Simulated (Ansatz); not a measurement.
**Convergence study of the k-point mesh for YSi2Rh3 (P6mm, 6 atoms in the cell)**

```
CELL_PARAMETERS angstrom
      5.45552     0.00000     0.00000
     -2.72776     4.72462     0.00000
      0.00000     0.00000     3.59293
ATOMIC_POSITIONS crystal
  Y  0.00000 0.00000 0.01392
  Si 0.66667 0.33333 0.00000
  Si 0.33333 0.66667 0.00000
  Rh 0.00000 0.50000 0.50000
  Rh 0.50000 0.00000 0.50000
  Rh 0.50000 0.50000 0.50000
```

Method: PBEsol, default PAW files made with PBE (plane waves; Ansatz, a quantum-chemistry and plane-wave program).

Base settings: basis.ecutwfc = 420 eV; kpoints.mp_grid.grid = 7 7 9; hamiltonian.xc = pbesol; hamiltonian.pseudopotentials = {kind: paw} (the program's default PAW files); scf.occupations.method = fermi_dirac; scf.occupations.width = 0.1 eV.

The second cell is the first with its lattice scaled by 0.98.

Only quantities that move along the ladder and can be compared are tabulated.

The count of work is k-points × plane waves × bands × iterations; it is no time. Core times come from one kind of shared machine, to one figure; runs under 30 s give none.

The starting cell comes from a database of computed structures (which also holds hypothetical and non-ambient phases and stackings), without a prior relaxation at this level. Its lattice was rescaled by up to half a per cent. One atom was moved a little off its site on purpose. Spin polarisation is off. Ansatz's pressure includes its estimate of the finite-basis (Pulay) stress.

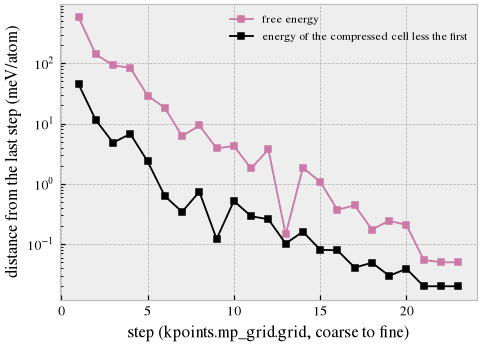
Figure: Distance from the last step along the ladder; very small values are drawn at a floor.

| kpoints.mp_grid.grid | free energy less the last step's (meV/atom) | energy of the compressed cell less the first (meV/atom) | pressure (GPa) | largest difference of a force vector from the last step's (eV/Å) | count of work / last | core time / last (rough) |
|---|---|---|---|---|---|---|
| 1 1 2 | 583.04 | 100.29 | 10.25 | 0.233 | 0.0026 | – |
| 2 2 2 | -140.67 | 43.66 | 0.99 | 0.019 | 0.0045 | – |
| 2 2 3 | 92.96 | 59.94 | 3.74 | 0.029 | 0.0045 | – |
| 3 3 3 | 83.81 | 61.86 | 4.06 | 0.035 | 0.0057 | – |
| 3 3 4 | -29.23 | 52.74 | 2.49 | 0.003 | 0.0086 | – |
| 4 4 4 | -18.26 | 54.48 | 2.79 | 0.004 | 0.013 | – |
| 4 4 5 | -6.18 | 54.77 | 2.86 | 0.003 | 0.011 | – |
| 5 5 6 | 9.31 | 55.85 | 3.04 | 0.005 | 0.019 | – |
| 5 5 7 | -3.90 | 54.99 | 2.89 | 0.005 | 0.022 | – |
| 6 6 7 | -4.25 | 54.59 | 2.83 | 0.001 | 0.031 | – |
| 6 6 8 | -1.80 | 55.40 | 2.97 | 0.003 | 0.033 | – |
| 7 7 9 | 3.72 | 55.37 | 2.97 | 0.001 | 0.038 | – |
| 8 8 10 | -0.14 | 55.01 | 2.90 | 0.002 | 0.067 | – |
| 8 8 11 | -1.85 | 54.95 | 2.89 | 0.001 | 0.067 | – |
| 9 9 12 | 1.08 | 55.19 | 2.94 | 0.001 | 0.080 | – |
| 10 10 13 | 0.37 | 55.19 | 2.93 | 0.001 | 0.11 | – |
| 11 11 15 | 0.44 | 55.15 | 2.93 | 0.000 | 0.12 | – |
| 12 12 16 | 0.17 | 55.16 | 2.93 | 0.000 | 0.19 | – |
| 14 14 18 | 0.25 | 55.14 | 2.93 | 0.000 | 0.23 | – |
| 15 15 20 | -0.21 | 55.07 | 2.91 | 0.000 | 0.33 | 0.8 |
| 17 17 22 | 0.05 | 55.13 | 2.92 | 0.000 | 0.44 | 0.5 |
| 19 19 24 | 0.02 | 55.11 | 2.92 | 0.000 | 0.58 | 0.5 |
| 21 21 27 | 0.01 | 55.11 | 2.92 | 0.000 | 0.75 | 1 |
| 23 23 30 | 0.00 | 55.11 | 2.92 | 0.000 | 1.0 | 1 |

Coarsest kpoints.mp_grid.grid that holds the pressure within 0.1 GPa of the last step, with all finer ones: 5 5 7, at 0.022 of the last step's count of work; the step before is off by 0.12 GPa.

Coarsest kpoints.mp_grid.grid that holds the free energy within 1 meV/atom of the last step, with all finer ones: 10 10 13, at 0.11 of the last step's count of work; the step before is off by 1.1 meV/atom.

Coarsest kpoints.mp_grid.grid that holds the forces within 0.01 eV/Å of the last step, with all finer ones: 3 3 4, at 0.0086 of the last step's count of work; the step before is off by 0.035 eV/Å.

The energy difference between the two cells stays within 1 meV/atom of the last step's from 4 4 4 on, the total only from 10 10 13 on: much of the error is common to both cells and cancels.

Two neighbours can agree and both be off: 5 5 7 and 6 6 7 differ by 0.36 meV/atom in the free energy, yet lie about 4.3 meV/atom from the last step.

Keys are those of Ansatz 0.2.
